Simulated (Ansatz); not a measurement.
# Co4W: what a guessed cell relaxes into

Aim: relax a trial structure of Co4W and see where it ends.

Computed with Ansatz 0.2.0 (DFT PBE, scalar-relativistic, plane waves, PAW, unless a step's input says otherwise).

2 further runs of the same task are left out: 1 that didn't finish, 1 set aside as unsound or not needed.

### Step 1. The starting structure

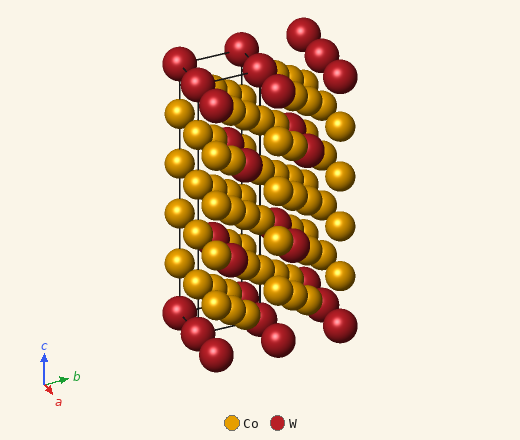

Start, viewed slightly off an axis; cobalt amber, tungsten red. 2×2×1 cells are drawn. Atoms on the faces are drawn again on the opposite ones. The cell drawn here is the conventional one.

Coordinates:

```cif
data_structure
_symmetry_space_group_name_H-M 'R-3m:H'
_symmetry_Int_Tables_number 166
_cell_length_a 4.0606
_cell_length_b 4.0606
_cell_length_c 12.4330
_cell_angle_alpha 90.000
_cell_angle_beta 90.000
_cell_angle_gamma 120.000
_cell_volume 177.54
loop_
_atom_site_label
_atom_site_type_symbol
_atom_site_symmetry_multiplicity
_atom_site_Wyckoff_symbol
_atom_site_fract_x
_atom_site_fract_y
_atom_site_fract_z
_atom_site_occupancy
Co1 Co 6 c 0.33333 0.66667 0.26667 1
Co2 Co 6 c 0.00000 0.00000 0.20000 1
W1 W 3 a 0.00000 0.00000 0.00000 1
```

The start is an ordering of an alloy on its end members' structure types: elements ordered on the sites of the Fe type, Co/W on Fe (R-3m, No. 166).

### Step 2. A first look at the guess

input.yaml

```yaml
crystal:
  lattice:
    - [2.03029989, 1.17219419, 4.14433229]
    - [-2.03029989, 1.17219419, 4.14433229]
    - [0.0, -2.34438837, 4.14433229]
  atoms:
    - { symbol: Co, position: [0.6, 0.6, 0.6], spin: 3.0 }
    - { symbol: Co, position: [0.2, 0.2, 0.2], spin: 3.0 }
    - { symbol: Co, position: [0.8, 0.8, 0.8], spin: 3.0 }
    - { symbol: Co, position: [0.4, 0.4, 0.4], spin: 3.0 }
    - { symbol: W, position: [0.0, 0.0, 0.0] }
basis:
  ecutwfc: 420
kpoints:
  mp_grid: { grid: [6, 6, 6] }
hamiltonian:
  xc: pbe
scf:
  occupations: { method: gaussian, width: 0.1 }
  lower_state_search: "off"
output:
  forces: true
  stress: true
  eigenvalues: true
  populations: true
magnetization:
  spin_polarized: true
```

Started as:

```bash
$ ansatz run input.yaml --threads 4 --pin off --max-ram 8192MiB --backend cpu --events-out ev --progress --plain --runs-dir out
```

Output, cut to the lines that bear on the results:

```text
Warning: RAYON_NUM_THREADS=4 ignored (pool sized by the plan → 4); use --threads N
[...]
Pseudopotentials: kind: paw
Pseudopotential: Co, paw, valence charge 17, recommended cutoff 420 eV (normal), Co.paw.azcp
Pseudopotential: W, paw, valence charge 14, recommended cutoff 420 eV (normal), W.paw.azcp
Functional definition: PBE
[...]
Crystal: 5 atoms, lattice volume = 59.179 Å³
Basis set: ecut = 420 eV, 1141 PW (Γ), exchange–correlation on 64×64×64 points (8 copies of the dense FFT grid, shifted against one another)
Bands: 57, of which v1, the nominal top of the filled ones, is band 41 counted from 1 (40 counted from 0)
Symmetry: 12 space group operations
Space group: R-3m (ITA 166), of the structure as read, at distance tolerance 3.9e-5 Å
Magnetic group: BNS 166.97 (UNI 1327), of the structure as read, at distance tolerance 3.9e-5 Å
k-points: 32 of 216
[...]
Starting moments: Σ|m| = 12 μB on 4 of 5 sites
[...]
SCF iter   1: F=—  HF=-30890.130874 eV  |F-HF|=—  |Δ(HF+E_count)|=         —  Δρ=2.39e-1 (↑1.14e-1 ↓2.39e-1)  dr2=2.56e1  dr2_m=1.50e1  M=5.048 μB ∫|m|=6.018 μB  β_m=0.30  ethr=3.10e-3  ⟨swp⟩=5.8  Hψ=12020  notcnv=0  defer=30
[...]
spin=Collinear: Kerker preconditioning applied to the charge; magnetization (m = ρ↑ − ρ↓) channel mixes plain (no charge-response kernel on spin).
[...]
SCF converged after 18 iterations
Magnetization: 4.9177 μB (43.4588 up, 38.5412 down)
Absolute magnetization: 5.5998 μB (∫|ρ↑−ρ↓|, with the PAW one-centre terms)
Spin contamination: 0.1350 ħ² per cell (⟨S²⟩ above its minimum at these occupations)
Per-site moments (μB) at R_I (Å): [(1.2653200263196203, 1.0257222417749998), (1.3529081528967064, 1.025722241775), (1.3529081528967057, 1.0257222417750003), (1.2653200263196207, 1.0257222417749998), (-0.12788264919168293, 1.025722241775)]
Free energy (F): -30888.611687 eV
[...]
E sigma→0 (E₀):  -30888.589112 eV
Entropy (-TS):   -0.045151 eV (-9.030 meV/atom)
Fermi energy:    19.908645 eV
[...]
--- Forces (eV/Å), atoms counted from 1 ---
  atom   1  Co     0.00000000    -0.00000000    -0.33096613
  atom   2  Co     0.00000000    -0.00000000    -0.20034832
  atom   3  Co     0.00000000     0.00000000     0.20034832
  atom   4  Co     0.00000000     0.00000000     0.33096613
  atom   5  W     -0.00000000    -0.00000000     0.00000000
[...]
--- Stress (GPa, compression-positive) ---
        2.495293       0.000000       0.000000
        0.000000       2.495293      -0.000000
        0.000000      -0.000000      -0.624971
  P = ⅓ Tr σ = 1.4552 GPa (14.552 kbar)
--- Band table (eV; the first three rows and the last of 64) ---
[...]
--- Löwdin populations: 5 sites ---
  site symbol       q [e]    m [muB]
     0     Co     16.7322     1.2523
     1     Co     16.7230     1.3618
     2     Co     16.7230     1.3618
     3     Co     16.7322     1.2523
     4      W     14.0506    -0.1858
  spilling = 0.012670 (of n_electrons = 82.000000)
```

It took 6.1 s on 4 threads of Arm Neoverse V2, shared host; peak memory 0.49 GiB.

By site:

```tsv
atom	moment in the atom's sphere (μB)	Löwdin electrons
Co1	1.27	16.73
Co2	1.35	16.72
Co3	1.35	16.72
Co4	1.27	16.73
W5	-0.13	14.05
```

The Löwdin counts miss 1.04 of the 82 electrons, which the atomic orbitals do not span, so they are no charges.

From the probe: pressure 1.5 GPa, largest force 0.33 eV/Å, gap on this mesh none (metal). The relaxation goes to the converged mesh at once.

### Step 3. Final relaxation

input.yaml

```yaml
crystal:
  lattice:
    - [2.03029989, 1.17219419, 4.14433229]
    - [-2.03029989, 1.17219419, 4.14433229]
    - [0.0, -2.34438837, 4.14433229]
  atoms:
    - { symbol: Co, position: [0.6, 0.6, 0.6], spin: 1.39 }
    - { symbol: Co, position: [0.2, 0.2, 0.2], spin: 1.49 }
    - { symbol: Co, position: [0.8, 0.8, 0.8], spin: 1.49 }
    - { symbol: Co, position: [0.4, 0.4, 0.4], spin: 1.39 }
    - { symbol: W, position: [0.0, 0.0, 0.0], spin: -0.14 }
basis:
  ecutwfc: 420
kpoints:
  mp_grid: { grid: [12, 12, 12] }
hamiltonian:
  xc: pbe
scf:
  occupations: { method: gaussian, width: 0.1 }
output:
  forces: true
  stress: true
  eigenvalues: true
  populations: true
  write_density: true
  write_potential: true
  elf: true
  volumetric_format: npy
magnetization:
  spin_polarized: true
relax:
  adjacent_minimum: "off"
  f_tol: 0.01
  max_steps: 80
  cell: { stress_tol: 0.05 }
```

Started as:

```bash
$ ansatz run input.yaml --threads 4 --pin off --max-ram 8192MiB --backend cpu --events-out ev --progress --plain --runs-dir out
```

Output:

```text
Warning: RAYON_NUM_THREADS=4 ignored (pool sized by the plan → 4); use --threads N
Engine: ansatz 0.2.0, aarch64-unknown-linux-gnu
[... 4 set-up lines as earlier in the session ...]
  parameter kappa = 0.804
  parameter beta = 0.06672455060314922
  exchange = pbe_x(kappa = kappa, mu = beta*pi^2/3)
  correlation = pbe_c(beta = beta)
Crystal: 5 atoms, lattice volume = 59.179 Å³
Basis set: ecut = 420 eV, 1141 PW (Γ), exchange–correlation on 64×64×64 points (8 copies of the dense FFT grid, shifted against one another)
Bands: 53, of which v1, the nominal top of the filled ones, is band 41 counted from 1 (40 counted from 0)
[... 2 set-up lines as earlier in the session ...]
Magnetic group: BNS 166.97 (UNI 1327), of the structure as read, at distance tolerance 3.9e-5 Å
k-points: 189 of 1728
Non-local potential: Co, projectors of the file, l = 0: 3, l = 1: 2, l = 2: 3, l = 3: 1
Non-local potential: W, projectors of the file, l = 0: 3, l = 1: 2, l = 2: 2, l = 3: 1
PAW form: soft (Blöchl's): semilocal exchange-correlation on the pseudo side does not see the compensation charge
PAW one-centre angular grid: Co, 590 points (default); XC on 64 Gauss nodes
PAW one-centre angular grid: W, 590 points (default); XC on 64 Gauss nodes
Initial density: superposition of atomic densities (chi_scale 0.1, normalization cell, long waves kept (reshape's long-wave potential 0.00 eV rms))
Starting moments: Σ|m| = 5.9 μB on 5 of 5 sites
Initial wavefunctions: pseudopotential atomic-orbital guess
Functional: x = pbe(κ = 0.804, μ = 0.2195149727645171), c = pbe(β = 0.06672455060314922)
SCF iter   1: F=—  HF=-30885.563452 eV  |F-HF|=—  |Δ(HF+E_count)|=         —  Δρ=5.09e-2 (↑3.17e-2 ↓5.09e-2)  dr2=3.79e0  dr2_m=3.46e-1  M=5.430 μB ∫|m|=5.924 μB  β_m=0.30  ethr=3.10e-3  ⟨swp⟩=5.8  Hψ=60824  notcnv=0  defer=194
Mixer restart at iter 1: flushing history
preconditioner: auto → Kerker (q_TF=auto, 2.881 Å⁻¹)  [metal: Δε(μ)=0.001 eV  Ē_g=6.689 eV  σ=0.100 eV  W_gap=0.00  n_scr=20 (ndim 8)  ℏωp=31.3 eV  f_vac=0.000  D(μ)=9.03/eV (n_scr^D=138)]
spin=Collinear: Kerker preconditioning applied to the charge; magnetization (m = ρ↑ − ρ↓) channel mixes plain (no charge-response kernel on spin).
SCF iter   2: F=—  HF=-30886.253556 eV  |F-HF|=—  |Δ(HF+E_count)|=   6.90e-1  Δρ=3.16e-2 (↑3.10e-2 ↓3.16e-2)  dr2=2.88e0  dr2_m=1.65e-1  M=5.334 μB ∫|m|=5.890 μB  β_m=0.64  ethr=3.10e-3  ⟨swp⟩=2.0  Hψ=25627  notcnv=0  defer=1361
SCF iter   3: F=—  HF=-30888.495123 eV  |F-HF|=—  |Δ(HF+E_count)|=    2.24e0  Δρ=1.38e-2 (↑1.28e-2 ↓1.38e-2)  dr2=6.93e-1  dr2_m=8.03e-3  M=5.112 μB ∫|m|=5.781 μB  β_m=0.74  ethr=3.10e-3  ⟨swp⟩=3.0  Hψ=33973  notcnv=0  defer=1413
SCF iter   4: F=—  HF=-30888.529530 eV  |F-HF|=—  |Δ(HF+E_count)|=   3.44e-2  Δρ=1.16e-2 (↑4.66e-3 ↓1.16e-2)  dr2=1.25e-1  dr2_m=9.07e-3  M=4.938 μB ∫|m|=5.669 μB  β_m=0.75  ethr=8.45e-4  ⟨swp⟩=2.7  Hψ=34608  notcnv=0  defer=1445
SCF iter   5: F=—  HF=-30888.589667 eV  |F-HF|=—  |Δ(HF+E_count)|=         —  Δρ=6.99e-3 (↑6.99e-3 ↓4.87e-3)  dr2=5.54e-2  dr2_m=9.84e-4  M=4.962 μB ∫|m|=5.646 μB  β_m=0.75  ethr=1.52e-4  ⟨swp⟩=2.0  Hψ=30218  notcnv=0  defer=1445
Mixer restart at iter 5: flushing history
SCF iter   6: F=—  HF=-30888.615374 eV  |F-HF|=—  |Δ(HF+E_count)|=   2.57e-2  Δρ=4.58e-3 (↑3.88e-3 ↓4.58e-3)  dr2=2.72e-2  dr2_m=1.10e-3  M=4.991 μB ∫|m|=5.669 μB  β_m=0.67  ethr=6.76e-5  ⟨swp⟩=2.0  Hψ=39119  notcnv=0  defer=1445
SCF iter   7: F=—  HF=-30888.610045 eV  |F-HF|=—  |Δ(HF+E_count)|=   5.33e-3  Δρ=2.91e-3 (↑2.59e-3 ↓2.91e-3)  dr2=1.62e-2  dr2_m=1.65e-4  M=4.994 μB ∫|m|=5.672 μB  β_m=0.68  ethr=3.32e-5  ⟨swp⟩=2.0  Hψ=38132  notcnv=0  defer=1445
SCF iter   8: F=—  HF=-30888.608073 eV  |F-HF|=—  |Δ(HF+E_count)|=   1.97e-3  Δρ=9.35e-4 (↑9.35e-4 ↓5.18e-4)  dr2=1.29e-3  dr2_m=3.82e-5  M=4.990 μB ∫|m|=5.670 μB  β_m=0.65  ethr=1.98e-5  ⟨swp⟩=2.1  Hψ=27168  notcnv=0  defer=1445
SCF iter   9: F=—  HF=-30888.607634 eV  |F-HF|=—  |Δ(HF+E_count)|=   4.39e-4  Δρ=1.66e-3 (↑4.83e-4 ↓1.66e-3)  dr2=1.40e-3  dr2_m=2.83e-4  M=4.971 μB ∫|m|=5.654 μB  β_m=0.65  ethr=1.57e-6  ⟨swp⟩=2.0  Hψ=30746  notcnv=0  defer=1445
SCF iter  10: F=—  HF=-30888.607884 eV  |F-HF|=—  |Δ(HF+E_count)|=   2.50e-4  Δρ=8.60e-4 (↑2.26e-4 ↓8.60e-4)  dr2=2.49e-4  dr2_m=1.33e-4  M=4.968 μB ∫|m|=5.651 μB  β_m=0.82  ethr=1.57e-6  ⟨swp⟩=2.0  Hψ=24493  notcnv=0  defer=1445
SCF iter  11: F=—  HF=-30888.608028 eV  |F-HF|=—  |Δ(HF+E_count)|=   1.44e-4  Δρ=1.74e-4 (↑8.78e-5 ↓1.74e-4)  dr2=1.04e-5  dr2_m=7.66e-6  M=4.960 μB ∫|m|=5.643 μB  β_m=0.91  ethr=3.03e-7  ⟨swp⟩=2.0  Hψ=27833  notcnv=0  defer=1445
SCF iter  12: F=—  HF=-30888.608031 eV  |F-HF|=—  |Δ(HF+E_count)|=   3.53e-6  Δρ=1.80e-5 (↑1.38e-5 ↓1.80e-5)  dr2=1.76e-7  dr2_m=6.76e-8  M=4.959 μB ∫|m|=5.641 μB  β_m=0.90  ethr=1.27e-8  ⟨swp⟩=2.0  Hψ=32453  notcnv=0  defer=1445
SCF iter  13: F=—  HF=-30888.608032 eV  |F-HF|=—  |Δ(HF+E_count)|=   1.98e-7  Δρ=3.33e-5 (↑1.17e-5 ↓3.33e-5)  dr2=8.90e-7  dr2_m=6.59e-8  M=4.959 μB ∫|m|=5.641 μB  β_m=0.90  ethr=2.14e-10  ⟨swp⟩=2.1  Hψ=31539  notcnv=0  defer=1445
SCF iter  14: F=—  HF=-30888.608032 eV  |F-HF|=—  |Δ(HF+E_count)|=   5.46e-9  Δρ=3.49e-6 (↑2.70e-6 ↓3.49e-6)  dr2=2.26e-8  dr2_m=2.30e-10  M=4.959 μB ∫|m|=5.641 μB  β_m=0.93  ethr=2.14e-10  ⟨swp⟩=2.0  Hψ=28055  notcnv=0  defer=1445
SCF iter  15: F=-30888.608032 eV  HF=-30888.608032 eV  |F-HF|=1.09e-8  |Δ(HF+E_count)|=  2.04e-10  Δρ=4.55e-6 (↑1.15e-6 ↓4.55e-6)  dr2=1.42e-8  dr2_m=1.61e-9  M=4.959 μB ∫|m|=5.641 μB  ethr=2.75e-11  ⟨swp⟩=12.6  Hψ=124756  notcnv=0
SCF 1 converged in 15 iterations: F = -30888.608032 eV  dr2 = 1.42e-8
relax step   1: F+E_penalty+E_count = -30888.60803165 eV  Δ(F+E_penalty+E_count) = +0.000e0 eV  max|allowed force component| = 3.525e-1 eV/Å  Δτ_max = 0.0000 Å  P = +1.564 GPa  Ω = 59.179 Å³  (15 SCF iters, dr2 threshold 1.00e-7 eV, accepted)
[... from here on, the SCF cycles and remarks between the steps are left out ...]
relax step   2: F+E_penalty+E_count = -30888.62103215 eV  Δ(F+E_penalty+E_count) = -1.300e-2 eV  max|allowed force component| = 2.110e-1 eV/Å  Δτ_max = 0.0112 Å  P = +0.222 GPa  Ω = 59.511 Å³  energy of the carried Pulay correction = -3.087e-4 eV  (11 SCF iters, dr2 threshold 5.00e-7 eV, accepted)
relax step   3: F+E_penalty+E_count = -30888.62580549 eV  Δ(F+E_penalty+E_count) = -4.773e-3 eV  max|allowed force component| = 3.936e-2 eV/Å  Δτ_max = 0.0182 Å  P = +0.284 GPa  Ω = 59.474 Å³  energy of the carried Pulay correction = -2.745e-4 eV  (10 SCF iters, dr2 threshold 5.00e-7 eV, accepted)
relax step   4: F+E_penalty+E_count = -30888.62598234 eV  Δ(F+E_penalty+E_count) = -1.769e-4 eV  max|allowed force component| = 1.767e-2 eV/Å  Δτ_max = 0.0017 Å  P = -0.061 GPa  Ω = 59.557 Å³  energy of the carried Pulay correction = -3.510e-4 eV  (8 SCF iters, dr2 threshold 5.00e-7 eV, accepted)
relax step   5: F+E_penalty+E_count = -30888.62604990 eV  Δ(F+E_penalty+E_count) = -6.756e-5 eV  max|allowed force component| = 8.106e-3 eV/Å  Δτ_max = 0.0016 Å  P = -0.032 GPa  Ω = 59.545 Å³  energy of the carried Pulay correction = -3.396e-4 eV  (11 SCF iters, dr2 threshold 1.95e-8 eV, accepted)
relax step   6: F+E_penalty+E_count = -30888.62607977 eV  Δ(F+E_penalty+E_count) = -2.987e-5 eV  max|allowed force component| = 8.423e-4 eV/Å  Δτ_max = 0.0017 Å  P = -0.008 GPa  Ω = 59.534 Å³  energy of the carried Pulay correction = -3.299e-4 eV  (11 SCF iters, dr2 threshold 7.17e-9 eV, accepted)
relax step   7: F+E_penalty+E_count = -30888.62641558 eV  Δ(F+E_penalty+E_count) = -3.358e-4 eV  max|allowed force component| = 8.692e-4 eV/Å  Δτ_max = 0.0000 Å  P = +0.001 GPa  Ω = 59.534 Å³  stress off target by 1.14e-2 GPa  SCF on the basis re-selected at this cell (its energy is not comparable with the rows above)  (12 SCF iters)
basis re-selected at this cell: Δ(F+E_penalty+E_count) = -3.358e-4 eV, ΔP = +0.010 GPa vs the last step (what re-selecting the basis moved, of the pressure what is left beyond the Pulay correction that the steps carried, after the strain that the cell walked since its last selection, with what the two solves' SCF thresholds leave and, on support functions, any second-order correction that the steps lacked; it is no measure of the basis error at this ecutwfc). This SCF's stress stands 1.14e-2 GPa from its target on what of the cell is left free (relax.cell.stress_tol is 5.00e-2 GPa) and its largest allowed force component is 8.69e-4 eV/Å (relax.f_tol is 1.00e-2 eV/Å): within both
SCF converged after 12 iterations
Magnetization: 5.0836 μB (43.5418 up, 38.4582 down)
Absolute magnetization: 5.7551 μB (∫|ρ↑−ρ↓|, with the PAW one-centre terms)
Spin contamination: 0.1430 ħ² per cell (⟨S²⟩ above its minimum at these occupations)
Per-site moments (μB) at R_I (Å): [(1.3413160056349382, 0.9953973897380414), (1.3524528293401763, 1.0182849678862225), (1.3524528293401759, 1.0182849678862227), (1.3413160056349382, 0.9953973897380414), (-0.11885503342875575, 1.0182849678862225)]
Free energy (F): -30888.626416 eV
Harris-Foulkes:  -30888.626416 eV  (|F-HF|=0.00e0)
Internal energy: -30888.581997 eV  (E = F + TS)
E sigma→0 (E₀):  -30888.604206 eV
Entropy (-TS):   -0.044418 eV (-8.884 meV/atom)
Fermi energy:    19.758571 eV
--- Per-component energies (eV) ---
  E_band       = -1039.489878
  E_kinetic    = 2264.331359
  E_local      = -12360.279176  (includes V_loc(G=0)·N_el)
  E_nonlocal   = 1815.666635
  E_hartree    = 5188.915190
  E_xc         = -903.054851
  E_vxc        = -1059.697457  (∫ρ·V_xc dr)
  E_paw        = -14621.790973  (= ΣΔE_a)
  E_vpaw       = -2077.341907  (= ΣTr[D̂ρ^β])
  E_aug_tail   = 0.000266  (compensation charges beyond the density's cutoff)
  E_ewald      = -12272.370447
  E_smearing   = -0.044418  (= −TS)
  E_closure    = 0.000000  (closes the sum)
  Σ components = -30888.626416   (vs F -30888.626416, Δ=0.00e0)
--- Forces (eV/Å), atoms counted from 1 ---
  atom   1  Co     0.00000000     0.00000000     0.00086920
  atom   2  Co     0.00000000     0.00000000     0.00014071
  atom   3  Co     0.00000000    -0.00000000    -0.00014071
  atom   4  Co     0.00000000    -0.00000000    -0.00086920
  atom   5  W      0.00000000     0.00000000    -0.00000000
  max |Σ_I F_I| component: 2.31e-17 eV/Å
--- Stress (GPa, compression-positive) ---
        0.007811       0.000000       0.000000
        0.000000       0.007811      -0.000000
        0.000000      -0.000000      -0.011368
  P = ⅓ Tr σ = 0.0014 GPa (0.014 kbar)
--- Band table (eV; the first three rows and the last of 378) ---
  k-point 0 ↑: bands = ["-76.3325", "-76.3140", "-76.1750", "-76.1506", "-54.4266", "-39.6568", "-39.6082", "-39.6082", "-39.6045", "-39.6045", "-39.5390", "-39.4753", "-39.4753", "-39.3933", "-39.3825", "-39.3822", "-39.3822", "-18.6668", "-18.6668", "-18.6594", "10.4657", "15.2908", "15.2908", "15.7123", "15.7123", "15.8371", "15.8371", "16.2140", "16.2404", "16.2404", "16.4783", "16.9250", "17.1451", "17.1870", "17.1870", "17.3913", "18.1746", "18.1746", "18.2253", "18.2253", "18.6931", "18.6931", "20.1142", "20.1142", "21.0093", "21.0093", "23.3938", "25.6285", "26.5654", "26.5654", "27.2478", "28.6871", "28.6871"]
[... 3 lines left out ...]
--- Relaxed structure (6 steps of the walk, 6 accepted, 1 SCFs on fresh bases) ---
  F+E_penalty+E_count = -30888.62641558 eV   max|allowed force component| = 8.692e-4 eV/Å   (the final SCF, on the basis selected at the relaxed cell)
  cell:  # Å, volume = 59.5343 Å³
    - [2.040794960097945, 1.1782535212328593, 4.126460138139095]
    - [-2.040794960097945, 1.1782535212328593, 4.126460138139095]
    - [4.8706744150615384e-34, -2.3565070374872814, 4.126460139560619]
  atoms:
    - { symbol: Co, position: [0.5974638673392615, 0.5974638673392615, 0.5974638673392614] }
    - { symbol: Co, position: [0.19940978758191336, 0.19940978758191336, 0.1994097875819133] }
    - { symbol: Co, position: [0.8005902124180867, 0.8005902124180867, 0.8005902124180866] }
    - { symbol: Co, position: [0.4025361326607385, 0.4025361326607385, 0.40253613266073845] }
    - { symbol: W, position: [6.845483141616724e-20, 6.845483141616729e-20, 6.845483157723915e-20] }
--- Löwdin populations: 5 sites ---
  site symbol       q [e]    m [muB]
     0     Co     16.7195     1.3300
     1     Co     16.7223     1.3626
     2     Co     16.7223     1.3626
     3     Co     16.7195     1.3300
     4      W     14.0471    -0.1743
  spilling = 0.013038 (of n_electrons = 82.000000)
```

Wall time 2.8 min (4 threads of Arm Neoverse V2, shared host); peak memory 1.1 GiB.

The steps of the relaxation:

```
step  E - E(step 1) (eV/cell)  largest force component (eV/Å)  pressure (GPa)  volume (Å³)
   1                   0.0000                          0.3525            1.56        59.18
   2                  -0.0130                          0.2110            0.22        59.51
   3                  -0.0178                          0.0394            0.28        59.47
   4                  -0.0180                          0.0177           -0.06        59.56
   5                  -0.0180                          0.0081           -0.03        59.54
   6                  -0.0180                          0.0008           -0.01        59.53
   7                  -0.0184                          0.0009            0.00        59.53
```

Step 1 is the start. Step 7 repeats the geometry before it on a plane-wave basis chosen anew for that cell, so its energy need not be comparable with the rows above.

Lengths and angles in the start's conventional setting:

|  | before | after | change |
| --- | --- | --- | --- |
| a (Å) | 4.061 | 4.082 | +0.5 % |
| b (Å) | 4.061 | 4.082 | +0.5 % |
| c (Å) | 12.433 | 12.379 | -0.4 % |
| volume (Å³/atom) | 11.84 | 11.91 | +0.6 % |
| shortest distance (Å) | 2.487 | 2.413 | -3.0 % |
| space group (0.01 Å) | R-3m | R-3m | same |

Forces and stress were held to the start's 12 operations: a distortion of lower symmetry was not tested.

Site by site:

```tsv
atom	moment in the atom's sphere (μB)	Löwdin electrons
Co1	1.34	16.72
Co2	1.35	16.72
Co3	1.35	16.72
Co4	1.34	16.72
W5	-0.12	14.05
```

The Löwdin counts miss 1.07 of the 82 electrons, which the atomic orbitals do not span, so they are no charges.

Axes a, b and c in the maps are those of this run's conventional cell (a, b, c = 4.082, 4.082, 12.379 Å).

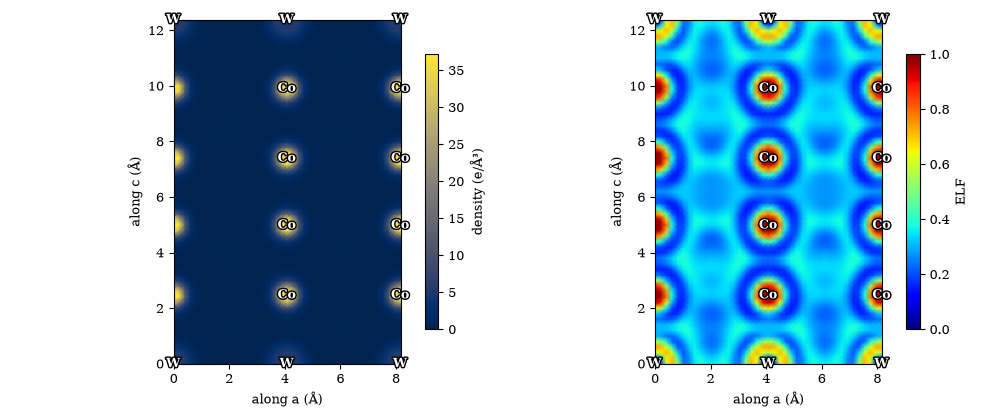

Density (left) and ELF (right) in a lattice plane of the grid's cell (edges 4.08 and 12.38 Å, at 0.000 of the third edge), which holds Co and W. Only atoms in the plane are labelled; the density scale stops at 37.18 e/Å³. Both are smooth fields of the valence electrons: close to the nuclei they are not physical.

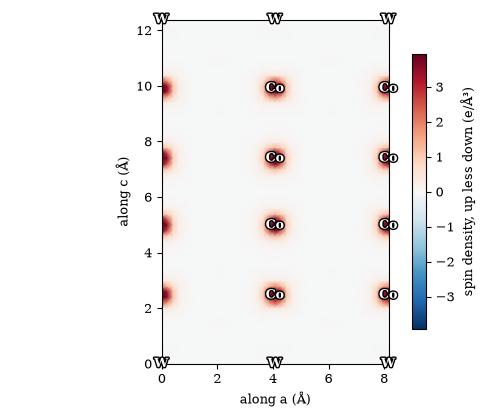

Spin density in a lattice plane of the grid's cell (edges 4.08 and 12.38 Å, at 0.000 of the third edge), which holds Co and W.

### Step 4. Outcome

| quantity | value |
| --- | --- |
| symmetry at the end (tolerance 0.05 Å) | space group R-3m (No. 166) |
| conventional cell | a = 4.082 Å, b = 4.082 Å, c = 12.379 Å, α = 90.00°, β = 90.00°, γ = 120.00° |
| volume | 11.91 Å³/atom |
| energy over the elements | +0.17 eV/atom |
| gap on the mesh | none (metal) |
| total moment | 5.08 μB/cell |

The space group R-3m (No. 166) is kept, and the volume per atom grows by 0.6 % from the first guess. The formation energy is positive, so the separate elements lie lower. No finished test with a distortion of lower symmetry is shown, so the end may be a saddle point. Spin-orbit coupling is left out for W. Other magnetic orders were not searched.
